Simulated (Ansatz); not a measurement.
## TlCuAg2O4: relaxing a made-up structure

Starting from a made-up structure for TlCuAg2O4, the aim is the relaxed cell, its shortest contacts and, where a second run follows, its electronic structure.

Program: Ansatz 0.2.0. Level of theory: DFT, PBE, plane-wave PAW, files of the set soft_1, scalar-relativistic, ferromagnetic start, cell and ions relaxed at zero pressure; PAW set soft_1, in the first sound run; inputs show where later runs differ. Results are calculated unless marked as measured.

## 1. Starting point

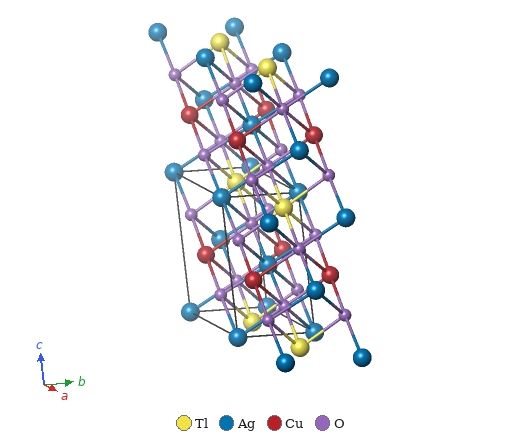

The starting structure, seen slightly off an axis (thallium yellow, silver blue, copper red, oxygen purple). 2×1×2 cells are drawn. Some periodic images of atoms are drawn too.

## 2. Relaxation of the guess

The guessed cell has no reason to be at equilibrium. It is relaxed with the atoms, within the space group of the guess.

input.yaml reads:

```yaml
crystal:
  lattice:
    - [5.859, 0.0, 0.0]
    - [0.0, 3.382, 0.0]
    - [-2.010175736, 0.0, 5.546998604]
  atoms:
    - { symbol: Tl, position: [0.5, 0.5, 0.0] }
    - { symbol: Ag, position: [0.0, 0.5, 0.5] }
    - { symbol: Ag, position: [0.0, 0.0, 0.0] }
    - { symbol: Cu, position: [0.5, 0.0, 0.5], spin: 0.6 }
    - { symbol: O, position: [0.737, 0.5, 0.7478] }
    - { symbol: O, position: [0.7253, 0.0, 0.2543] }
    - { symbol: O, position: [0.263, 0.5, 0.2522] }
    - { symbol: O, position: [0.2747, 0.0, 0.7457] }
magnetization:
  spin_polarized: true
kpoints:
  mp_grid: { grid: [5, 8, 5] }
scf:
  occupations: { method: fermi_dirac, width: 0.05 }
hamiltonian:
  xc: pbe
  pseudopotentials: { kind: paw, azcp: { folder: soft_1 } }
relax:
  f_tol: 0.015
  max_steps: 70
  cell: {}
output:
  forces: true
  stress: true
```

Run with:

```sh
> ansatz run input.yaml --threads 4 --pin off --max-ram 10240MiB --backend cpu --events-out ev --progress --plain --runs-dir out
```

Numbers of over 12 decimals in the logs are rounded to 6 here.

What it wrote:

```text
Engine: ansatz 0.2.0, x86_64-unknown-linux-gnu
Pseudopotentials: kind: paw
Pseudopotential: Tl, paw, valence charge 13, recommended cutoff 420 eV (normal), soft_1/Tl.paw.azcp
Pseudopotential: Ag, paw, valence charge 19, recommended cutoff 420 eV (normal), soft_1/Ag.paw.azcp
Pseudopotential: Cu, paw, valence charge 19, recommended cutoff 420 eV (normal), soft_1/Cu.paw.azcp
Pseudopotential: O, paw, valence charge 6, recommended cutoff 420 eV (normal), soft_1/O.paw.azcp
Functional definition: PBE
  parameter kappa = 0.804
  parameter beta = 0.066725
  exchange = pbe_x(kappa = kappa, mu = beta*pi^2/3)
  correlation = pbe_c(beta = beta)
Crystal: 8 atoms, lattice volume = 109.915 Å³
Basis set: ecut = 420 eV, 2145 PW (Γ), exchange–correlation on 80×48×80 points (8 copies of the dense FFT grid, shifted against one another)
Bands: 57, of which v1, the nominal top of the filled ones, is band 47 counted from 1 (46 counted from 0)
Symmetry: 4 space group operations
Space group: P2/m (ITA 10), of the structure as read, at distance tolerance 4.8e-5 Å
Magnetic group: BNS 10.42 (UNI 49), of the structure as read, at distance tolerance 4.8e-5 Å
k-points: 65 of 200
Non-local potential: Tl, projectors of the file, l = 0: 2, l = 1: 2, l = 2: 2, l = 3: 1
Non-local potential: Ag, projectors of the file, l = 0: 3, l = 1: 2, l = 2: 2, l = 3: 1
Non-local potential: Cu, projectors of the file, l = 0: 3, l = 1: 2, l = 2: 3, l = 3: 1
Non-local potential: O, projectors of the file, l = 0: 2, l = 1: 2, l = 2: 1
PAW form: soft (Blöchl's): semilocal exchange-correlation on the pseudo side does not see the compensation charge
PAW one-centre angular grid: Tl, 590 points (default); XC on 64 Gauss nodes
PAW one-centre angular grid: Ag, 590 points (default); XC on 64 Gauss nodes
PAW one-centre angular grid: Cu, 590 points (default); XC on 64 Gauss nodes
PAW one-centre angular grid: O, 110 points (default); XC on 64 Gauss nodes
Initial density: superposition of atomic densities (chi_scale 0.1, normalization cell, long waves kept (reshape's long-wave potential 0.08 eV rms))
Starting moments: Σ|m| = 0.6 μB on 1 of 8 sites
Initial wavefunctions: pseudopotential atomic-orbital guess
Functional: x = pbe(κ = 0.804, μ = 0.219515), c = pbe(β = 0.066725)
SCF iter   1: F=—  HF=-35515.323324 eV  |F-HF|=—  |Δ(HF+E_count)|=         —  Δρ=5.15e-2 (↑5.15e-2 ↓4.91e-2)  dr2=1.02e1  dr2_m=4.52e-2  M=0.615 μB ∫|m|=0.624 μB  β_m=0.30  ethr=3.10e-3  ⟨swp⟩=5.7  Hψ=23856  notcnv=0  defer=4
preconditioner: auto → Kerker (q_TF=auto, 2.658 Å⁻¹)  [metal: Δε(μ)=0.006 eV  Ē_g=11.426 eV  σ=0.050 eV  W_gap=0.03  n_scr=36 (ndim 8)  ℏωp=29.6 eV  f_vac=0.000  D(μ)=4.58/eV (n_scr^D=36)]
spin=Collinear: Kerker preconditioning applied to the charge; magnetization (m = ρ↑ − ρ↓) channel mixes plain (no charge-response kernel on spin).
SCF iter   2: F=—  HF=-35514.276174 eV  |F-HF|=—  |Δ(HF+E_count)|=    1.05e0  Δρ=4.09e-2 (↑1.96e-2 ↓4.09e-2)  dr2=2.12e0  dr2_m=3.36e-1  M=0.364 μB ∫|m|=0.375 μB  β_m=0.30  ethr=3.10e-3  ⟨swp⟩=2.0  Hψ=11778  notcnv=0  defer=452
SCF iter   3: F=—  HF=-35514.195861 eV  |F-HF|=—  |Δ(HF+E_count)|=   8.03e-2  Δρ=4.80e-2 (↑3.01e-2 ↓4.80e-2)  dr2=6.56e0  dr2_m=1.03e-1  M=0.801 μB ∫|m|=0.812 μB  β_m=1.00  ethr=2.26e-3  ⟨swp⟩=2.0  Hψ=10628  notcnv=0  defer=474
SCF iter   4: F=—  HF=-35513.898851 eV  |F-HF|=—  |Δ(HF+E_count)|=   2.97e-1  Δρ=1.54e-2 (↑1.54e-2 ↓8.83e-3)  dr2=4.70e-1  dr2_m=8.77e-2  M=0.725 μB ∫|m|=0.745 μB  β_m=0.30  ethr=2.26e-3  ⟨swp⟩=2.0  Hψ=9220  notcnv=0  defer=469
SCF iter   5: F=—  HF=-35513.888830 eV  |F-HF|=—  |Δ(HF+E_count)|=   1.00e-2  Δρ=1.32e-2 (↑1.32e-2 ↓3.61e-3)  dr2=3.52e-1  dr2_m=4.11e-2  M=0.739 μB ∫|m|=0.763 μB  β_m=0.30  ethr=5.00e-4  ⟨swp⟩=2.7  Hψ=12854  notcnv=0  defer=468
SCF iter   6: F=—  HF=-35513.872808 eV  |F-HF|=—  |Δ(HF+E_count)|=   1.60e-2  Δρ=1.79e-2 (↑5.44e-3 ↓1.79e-2)  dr2=1.72e-1  dr2_m=1.24e-1  M=0.662 μB ∫|m|=0.689 μB  β_m=0.30  ethr=3.75e-4  ⟨swp⟩=2.0  Hψ=7647  notcnv=0  defer=468
SCF iter   7: F=—  HF=-35513.880544 eV  |F-HF|=—  |Δ(HF+E_count)|=   7.74e-3  Δρ=1.51e-2 (↑3.34e-3 ↓1.51e-2)  dr2=1.24e-1  dr2_m=8.11e-2  M=0.643 μB ∫|m|=0.674 μB  β_m=0.30  ethr=1.83e-4  ⟨swp⟩=1.1  Hψ=8482  notcnv=0  defer=462
SCF iter   8: F=—  HF=-35513.883004 eV  |F-HF|=—  |Δ(HF+E_count)|=   2.46e-3  Δρ=5.85e-3 (↑5.85e-3 ↓4.61e-3)  dr2=1.15e-2  dr2_m=2.52e-2  M=0.664 μB ∫|m|=0.697 μB  β_m=0.30  ethr=1.32e-4  ⟨swp⟩=2.0  Hψ=8616  notcnv=0  defer=462
SCF iter   9: F=—  HF=-35513.883552 eV  |F-HF|=—  |Δ(HF+E_count)|=   5.48e-4  Δρ=4.56e-3 (↑4.56e-3 ↓3.60e-3)  dr2=2.65e-3  dr2_m=1.62e-2  M=0.667 μB ∫|m|=0.702 μB  β_m=0.30  ethr=1.23e-5  ⟨swp⟩=1.0  Hψ=7050  notcnv=0  defer=462
SCF iter  10: F=—  HF=-35513.885438 eV  |F-HF|=—  |Δ(HF+E_count)|=   1.89e-3  Δρ=4.17e-3 (↑4.17e-3 ↓1.30e-3)  dr2=6.70e-3  dr2_m=7.37e-3  M=0.678 μB ∫|m|=0.714 μB  β_m=1.00  ethr=2.82e-6  ⟨swp⟩=2.0  Hψ=9693  notcnv=0  defer=462
SCF iter  11: F=—  HF=-35513.886281 eV  |F-HF|=—  |Δ(HF+E_count)|=   8.44e-4  Δρ=1.38e-3 (↑1.38e-3 ↓3.67e-4)  dr2=1.90e-3  dr2_m=4.46e-4  M=0.685 μB ∫|m|=0.728 μB  β_m=0.30  ethr=2.82e-6  ⟨swp⟩=2.0  Hψ=12760  notcnv=0  defer=464
SCF iter  12: F=—  HF=-35513.886752 eV  |F-HF|=—  |Δ(HF+E_count)|=   4.71e-4  Δρ=1.06e-3 (↑1.06e-3 ↓7.01e-4)  dr2=1.69e-4  dr2_m=7.70e-4  M=0.683 μB ∫|m|=0.727 μB  β_m=0.30  ethr=2.02e-6  ⟨swp⟩=1.0  Hψ=6931  notcnv=0  defer=464
Mixer restart at iter 12: flushing history
spin-set hold released at iteration 12 (site moments contracting): the magnetisation degrees of freedom join the quasi-Newton model from the next iteration; the mixer history was flushed
SCF iter  13: F=—  HF=-35513.887165 eV  |F-HF|=—  |Δ(HF+E_count)|=   4.13e-4  Δρ=1.47e-3 (↑6.98e-4 ↓1.47e-3)  dr2=5.56e-4  dr2_m=1.18e-3  M=0.680 μB ∫|m|=0.725 μB  β_m=0.30  ethr=1.79e-7  ⟨swp⟩=2.1  Hψ=9986  notcnv=0  defer=464
SCF iter  14: F=—  HF=-35513.887331 eV  |F-HF|=—  |Δ(HF+E_count)|=   1.66e-4  Δρ=9.57e-4 (↑9.57e-4 ↓8.10e-4)  dr2=3.49e-5  dr2_m=7.82e-4  M=0.680 μB ∫|m|=0.726 μB  β_m=0.15  ethr=1.79e-7  ⟨swp⟩=2.0  Hψ=12817  notcnv=0  defer=464
SCF iter  15: F=—  HF=-35513.887656 eV  |F-HF|=—  |Δ(HF+E_count)|=   3.25e-4  Δρ=1.05e-3 (↑6.53e-4 ↓1.05e-3)  dr2=1.87e-4  dr2_m=7.24e-4  M=0.676 μB ∫|m|=0.723 μB  β_m=0.30  ethr=3.72e-8  ⟨swp⟩=2.0  Hψ=13003  notcnv=0  defer=464
SCF iter  16: F=—  HF=-35513.888006 eV  |F-HF|=—  |Δ(HF+E_count)|=   3.51e-4  Δρ=5.00e-4 (↑5.00e-4 ↓3.10e-4)  dr2=5.04e-5  dr2_m=1.60e-4  M=0.667 μB ∫|m|=0.717 μB  β_m=0.53  ethr=3.72e-8  ⟨swp⟩=2.1  Hψ=13160  notcnv=0  defer=464
[...]
relax step  11: F+E_penalty+E_count = -35514.71191620 eV  Δ(F+E_penalty+E_count) = -1.993e-4 eV  max|allowed force component| = 4.116e-3 eV/Å  Δτ_max = 0.0083 Å  P = -0.000 GPa  Ω = 105.919 Å³  energy of the carried Pulay correction = +7.343e-3 eV  (14 SCF iters, accepted)
relax step  12: F+E_penalty+E_count = -35514.72840373 eV  Δ(F+E_penalty+E_count) = -1.649e-2 eV  max|allowed force component| = 5.803e-3 eV/Å  Δτ_max = 0.0000 Å  P = +0.225 GPa  Ω = 105.919 Å³  stress off target by 8.64e-1 GPa  SCF on the basis re-selected at this cell (its energy is not comparable with the rows above)  (12 SCF iters)
relax step  13: F+E_penalty+E_count = -35514.73261665 eV  Δ(F+E_penalty+E_count) = -4.213e-3 eV  max|allowed force component| = 1.600e-2 eV/Å  Δτ_max = 0.0172 Å  P = +0.072 GPa  Ω = 106.114 Å³  energy of the carried Pulay correction = -4.392e-4 eV  (14 SCF iters, dr2 threshold 8.00e-7 eV, accepted)
relax step  14: F+E_penalty+E_count = -35514.73324703 eV  Δ(F+E_penalty+E_count) = -6.304e-4 eV  max|allowed force component| = 7.488e-3 eV/Å  Δτ_max = 0.0141 Å  P = +0.004 GPa  Ω = 106.153 Å³  energy of the carried Pulay correction = -5.382e-4 eV  (17 SCF iters, dr2 threshold 1.53e-7 eV, accepted)
relax step  15: F+E_penalty+E_count = -35514.73442832 eV  Δ(F+E_penalty+E_count) = -1.181e-3 eV  max|allowed force component| = 7.418e-3 eV/Å  Δτ_max = 0.0000 Å  P = +0.019 GPa  Ω = 106.153 Å³  stress off target by 6.73e-2 GPa  SCF on the basis re-selected at this cell (its energy is not comparable with the rows above)  (9 SCF iters)
relax step  16: F+E_penalty+E_count = -35514.73425333 eV  Δ(F+E_penalty+E_count) = +1.750e-4 eV  max|allowed force component| = 2.865e-2 eV/Å  Δτ_max = 0.0055 Å  P = -0.013 GPa  Ω = 106.215 Å³  energy of the carried Pulay correction = -1.282e-4 eV  (11 SCF iters, dr2 threshold 1.13e-8 eV, rejected (line search))
relax step  17: F+E_penalty+E_count = -35514.73443708 eV  Δ(F+E_penalty+E_count) = -8.764e-6 eV  max|allowed force component| = 2.573e-3 eV/Å  Δτ_max = 0.0014 Å  P = -0.004 GPa  Ω = 106.175 Å³  energy of the carried Pulay correction = -4.534e-5 eV  (13 SCF iters, accepted)
iter 1 solved again at ethr=8.12e-8 eV; its pass at ethr=3.10e-3 eV (dr2=7.64e-5 eV) is discarded
SCF iter   1: F=—  HF=-35514.734420 eV  |F-HF|=—  |Δ(HF+E_count)|=         —  Δρ=4.17e-5 (↑4.17e-5 ↓4.17e-5)  dr2=1.55e-7  dr2_m=1.09e-11  M=-0.000 μB ∫|m|=0.000 μB  β_m=0.30  ethr=8.12e-8  ⟨swp⟩=3.0  Hψ=44480  notcnv=0
preconditioner: auto → Kerker (q_TF=auto, 2.673 Å⁻¹)  [metal: Δε(μ)=0.022 eV  Ē_g=11.547 eV  σ=0.050 eV  W_gap=0.11  n_scr=32 (ndim 8)  ℏωp=30.2 eV  f_vac=0.000  D(μ)=2.31/eV (n_scr^D=10)]
spin=Collinear: Kerker preconditioning applied to the charge; magnetization (m = ρ↑ − ρ↓) channel mixes plain (no charge-response kernel on spin).
SCF iter   2: F=—  HF=-35514.734459 eV  |F-HF|=—  |Δ(HF+E_count)|=   3.87e-5  Δρ=2.94e-5 (↑2.94e-5 ↓2.94e-5)  dr2=7.80e-8  dr2_m=9.43e-12  M=-0.000 μB ∫|m|=0.000 μB  β_m=0.65  ethr=1.65e-10  ⟨swp⟩=2.1  Hψ=12610  notcnv=0
SCF iter   3: F=—  HF=-35514.734493 eV  |F-HF|=—  |Δ(HF+E_count)|=   3.38e-5  Δρ=6.10e-6 (↑5.93e-6 ↓6.10e-6)  dr2=1.18e-7  dr2_m=8.16e-12  M=-0.000 μB ∫|m|=0.000 μB  β_m=0.41  ethr=8.30e-11  ⟨swp⟩=2.0  Hψ=10795  notcnv=0
SCF iter   4: F=—  HF=-35514.734493 eV  |F-HF|=—  |Δ(HF+E_count)|=   1.54e-8  Δρ=5.31e-7 (↑5.31e-7 ↓4.50e-7)  dr2=7.29e-10  dr2_m=8.22e-12  M=-0.000 μB ∫|m|=0.000 μB  β_m=0.36  ethr=8.30e-11  ⟨swp⟩=2.0  Hψ=8200  notcnv=0
SCF iter   5: F=—  HF=-35514.734493 eV  |F-HF|=—  |Δ(HF+E_count)|=   2.59e-7  Δρ=2.23e-7 (↑2.12e-7 ↓2.23e-7)  dr2=9.86e-11  dr2_m=8.02e-12  M=-0.000 μB ∫|m|=0.000 μB  β_m=0.57  ethr=1.00e-12  ⟨swp⟩=2.0  Hψ=12016  notcnv=0
SCF iter   6: F=-35514.734493 eV  HF=-35514.734493 eV  |F-HF|=7.28e-12  |Δ(HF+E_count)|=  1.60e-10  Δρ=1.82e-7 (↑6.54e-8 ↓1.82e-7)  dr2=2.93e-11  dr2_m=7.45e-12  M=-0.000 μB ∫|m|=0.000 μB  ethr=1.00e-12  ⟨swp⟩=3.1  Hψ=19415  notcnv=0
the starting moments were not kept: the SCF closed with an absolute magnetisation of 4.5e-5 μB, where they sum to 0.6 μB in size (1 site). That is at most 0.1 of that sum.
SCF 18 converged in 6 iterations: F = -35514.734493 eV  dr2 = 2.93e-11
relax step  18: F+E_penalty+E_count = -35514.73449270 eV  Δ(F+E_penalty+E_count) = -5.562e-5 eV  max|allowed force component| = 2.588e-3 eV/Å  Δτ_max = 0.0000 Å  P = -0.005 GPa  Ω = 106.175 Å³  stress off target by 2.94e-2 GPa  SCF on the basis re-selected at this cell (its energy is not comparable with the rows above)  (6 SCF iters)
basis re-selected at this cell: Δ(F+E_penalty+E_count) = -5.562e-5 eV, ΔP = -0.000 GPa vs the last step (what re-selecting the basis moved, of the pressure what is left beyond the Pulay correction that the steps carried, after the strain that the cell walked since its last selection, with what the two solves' SCF thresholds leave and, on support functions, any second-order correction that the steps lacked; it is no m [...]
SCF converged after 6 iterations
Magnetization: -0.0000 μB (47.0000 up, 47.0000 down)
Absolute magnetization: 0.0000 μB (∫|ρ↑−ρ↓|, with the PAW one-centre terms)
Spin contamination: 0.0000 ħ² per cell (⟨S²⟩ above its minimum at these occupations)
Per-site moments (μB) at R_I (Å): [(2.000633233508725e-8, 0.959598), (-9.500944613789345e-8, 0.989869), (4.733309240973535e-6, 0.914602), (-2.5285319829028254e-5, 0.788613), (-1.809799122696684e-7, 0.914602), (-3.1354456962619185e-6, 0.788613), (-1.80979912253067e-7, 0.914602), (-3.135445696253987e-6, 0.788613)]
Free energy (F): -35514.734493 eV
Harris-Foulkes:  -35514.734493 eV  (|F-HF|=7.28e-12)
Internal energy: -35514.714193 eV  (E = F + TS)
E sigma→0 (E₀):  -35514.724343 eV
Entropy (-TS):   -0.020299 eV (-2.537 meV/atom)
Fermi energy:    11.282612 eV
--- Per-component energies (eV) ---
  E_band       = -1004.443510
  E_kinetic    = 2123.723115
  E_local      = -12159.149268  (includes V_loc(G=0)·N_el)
  E_nonlocal   = 1483.812634
  E_hartree    = 5334.446039
  E_xc         = -848.124188
  E_vxc        = -966.363417  (∫ρ·V_xc dr)
  E_paw        = -20564.560905  (= ΣΔE_a)
  E_vpaw       = -2155.363605  (= ΣTr[D̂ρ^β])
  E_aug_tail   = 0.004591  (compensation charges beyond the density's cutoff)
  E_ewald      = -10884.866212
  E_smearing   = -0.020299  (= −TS)
  E_closure    = -0.000000  (closes the sum)
  Σ components = -35514.734493   (vs F -35514.734493, Δ=0.00e0)
--- Forces (eV/Å), atoms counted from 1 ---
  atom   1  Tl     0.00000000     0.00000000     0.00000000
  atom   2  Ag     0.00000000     0.00000000    -0.00000000
  atom   3  Ag    -0.00000000     0.00000000     0.00000000
  atom   4  Cu     0.00000000     0.00000000    -0.00000000
  atom   5  O     -0.00004511     0.00000000    -0.00095441
  atom   6  O     -0.00258818     0.00000000     0.00132519
  atom   7  O      0.00004511     0.00000000     0.00095441
  atom   8  O      0.00258818     0.00000000    -0.00132519
  max |Σ_I F_I| component: 4.34e-19 eV/Å
--- Stress (GPa, compression-positive) ---
        0.022497       0.000000      -0.015799
        0.000000      -0.011767       0.000000
       -0.015799       0.000000      -0.024542
  P = ⅓ Tr σ = -0.0046 GPa (-0.046 kbar)
--- Relaxed structure (15 steps of the walk, 13 accepted, 3 SCFs on fresh bases) ---
  F+E_penalty+E_count = -35514.73449270 eV   max|allowed force component| = 2.588e-3 eV/Å   (the final SCF, on the basis selected at the relaxed cell)
  cell:  # Å, volume = 106.1747 Å³
    - [6.409691, 0, -0.304875]
    - [0, 3.257038, 0]
    - [-2.487754, 0, 5.204149]
  atoms:
    - { symbol: Tl, position: [0.5, 0.500000, 0.0] }
    - { symbol: Ag, position: [-2.7755575615628914e-17, 0.500000, 0.5] }
    - { symbol: Ag, position: [-1.629385068266702e-19, 0, -4.715410851618249e-19] }
    - { symbol: Cu, position: [0.500000, 0, 0.5] }
    - { symbol: O, position: [0.741644, 0.500000, 0.800840] }
    - { symbol: O, position: [0.688366, 0, 0.323957] }
    - { symbol: O, position: [0.258356, 0.500000, 0.199160] }
    - { symbol: O, position: [0.311634, 0, 0.676043] }
```

The job ended after 3 min (4 threads of Intel Xeon Platinum 8488C (Sapphire Rapids), shared host; peak memory 0.97 GiB; 12 min of CPU time).

Relaxation path:

```csv
step,energy less that of the first step (eV),largest force component (eV/Å),pressure (GPa),volume (Å³)
1,0.0000,0.6147,-6.62,109.91
2,-0.3043,0.5640,0.31,103.00
3,-0.5027,0.3459,3.71,100.55
4,-0.6575,0.1904,-0.42,104.85
5,-0.7052,0.5497,-0.68,106.15
6,-0.7706,0.1536,-3.10,107.88
7,-0.8148,0.1043,-0.99,106.32
8,-0.8220,0.0493,0.19,105.44
9,-0.8235,0.0217,-0.03,105.84
10,-0.8231,0.0284,-0.05,106.09
11,-0.8237,0.0041,0.00,105.92
12*,-0.8402,0.0058,0.23,105.92
13,-0.8444,0.0160,0.07,106.11
14,-0.8451,0.0075,0.00,106.15
15*,-0.8463,0.0074,0.02,106.15
16,-0.8461,0.0287,-0.01,106.22
17,-0.8463,0.0026,0.00,106.17
18*,-0.8463,0.0026,0.00,106.17
```

Relaxation steps marked * repeat the geometry before them on a plane-wave basis chosen anew for their cell, so energy and pressure can jump there. Relaxation steps 10, 16 were tried and not accepted.

The run keeps the 4 symmetry operations that it works with, so distortions that break them were not tested.

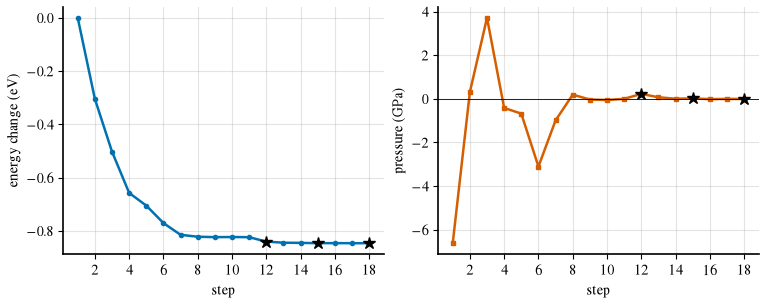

Energy and pressure along the relaxation. Stars mark steps on a basis chosen anew.

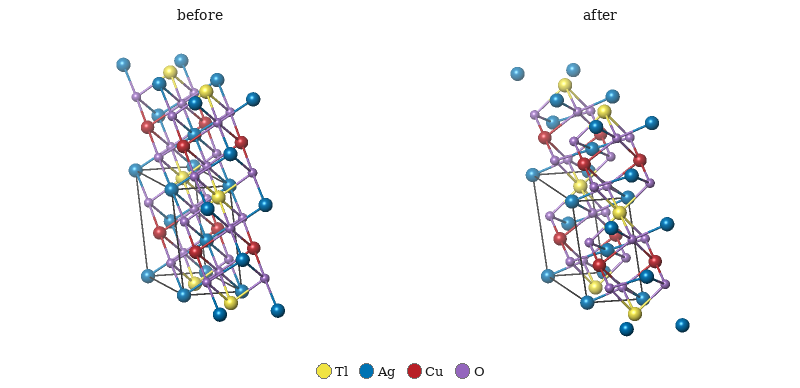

Before and after, at one scale. Bonds to atoms that aren't drawn are left out.

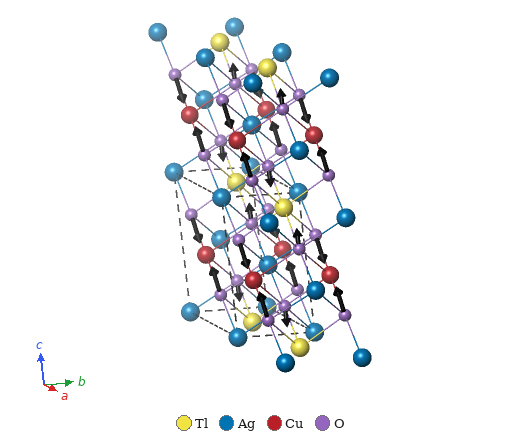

Displacements in the relaxation, exaggerated, measured against the changing cell; the longest in the cell stands for 0.55 Å. 2×1×2 cells are drawn. Some periodic images of atoms are drawn too.

```csv
cell as run,before,after,change
a (Å),5.859,6.417,+9.5 %
b (Å),3.382,3.257,-3.7 %
c (Å),5.900,5.768,-2.2 %
β (°),109.92,118.27,+7.6 %
volume (Å³/atom),13.74,13.27,-3.4 %
```

The atoms that moved most (Å, as changes of fractional coordinates times the final cell):

```csv
atom,dx,dy,dz,length
O6,-0.410,0.000,0.374,0.555
O8,0.410,0.000,-0.374,0.555
O5,-0.102,0.000,0.275,0.293
O7,0.102,0.000,-0.275,0.293
```

Numbers from this step:

```
free energy             : -35514.7345 eV
energy at zero smearing : -35514.7243 eV
smearing term TS        : 0.02030 eV
Fermi energy            : 11.28 eV
electrons               : 94
symmetry operations     : 4
pressure                : -0.004604 GPa
```

Shortest distances by pair of elements, guess and relaxed (not always the same contact):

```csv
pair,guess (Å),relaxed (Å)
Cu–O,2.269,1.912
Ag–O,2.426,2.217
O–Tl,2.346,2.326
O–O,3.190,2.984
Ag–Tl,3.376,3.138
```

The relaxation ends with a largest force component of 0.0026 eV/Å and a pressure of 0.00 GPa. The starting moments have collapsed: the run ends non-magnetic.

(Part 1 of 2 ends here.)

[Logs are printed without paths, hosts, clocks, repeated set-up lines and the standing remarks that a program may print on its own settings, such as how far it seeks lower states.]

[Hosts, paths, dates, database ids (printed as entryN), source tags and the programs' standing remarks are cut or masked in the printed files.]
